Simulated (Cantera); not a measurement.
Input: 1 mol Si, 26 mol HBr, at 725 °C.

Cantera equilibrium calculation (NASA polynomials, part measured and part estimated; ideal gas, pure solids and liquids). Candidate condensed phases: Br2, Si; 19 gas species. The tables' values for SiBr3 are old estimates; treat these amounts as uncertain. Rates play no part.

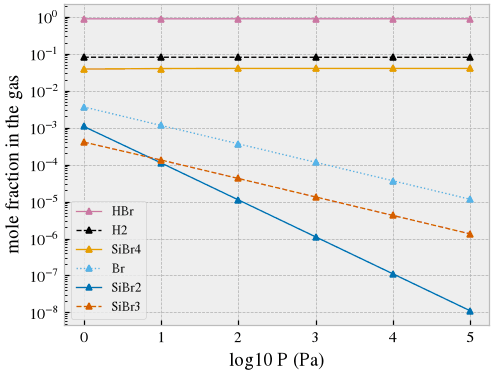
*Equilibrium gas composition (values under 1e-9 drawn at 1e-9)*

Question: Read off the mole fractions at 10.0 Pa.

Answer: HBr about 0.88, H2 about 0.080, SiBr4 about 0.040, Br about 0.0012, SiBr3 about 0.00013, SiBr2 about 0.00011.
